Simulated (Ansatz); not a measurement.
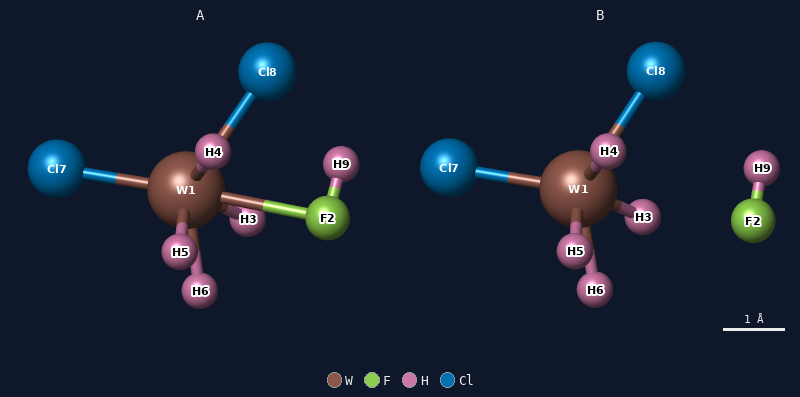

Two geometries of WH5Cl2F, drawn at one scale. One is the start of a relaxation, the other its converged end. A ball-and-stick model, seen from a free direction.

Level of theory: RKS PBE/def2-SVP in Ansatz 0.2.0. Set-up: no spin polarisation; force threshold 0.03 eV/Å; at most 50 steps.

Q: Which one is relaxed?

A: Structure A is the relaxed one. The run prepares an end point of a later path (reaction) calculation, from a guessed geometry. After 7 geometry steps the energy has fallen by 4.63 kcal/mol. Largest force component: 0.35 eV/Å at the start, 0.018 eV/Å at the end. The atom that moves furthest after the best rigid fit is F2 (0.44 Å). Largest moves by element: F 0.44 Å, H 0.36 Å, Cl 0.19 Å, W 0.13 Å. Near-neighbour distances that change, for instance: W1–F2 3.039 → 2.468 Å, W1–H9 3.079 → 2.615 Å, W1–Cl8 2.387 → 2.422 Å, F2–H9 0.935 → 0.964 Å. New bonds form, among them: W1–F2 (3.04 → 2.47 Å). Bond angles that change, for instance: H3–W1–H4 123.6° → 127.5°.

Limits of the set-up: the start holds two separate molecules, 2.6 Å apart at their closest, whose relative position is a soft coordinate and is computed without a dispersion correction.
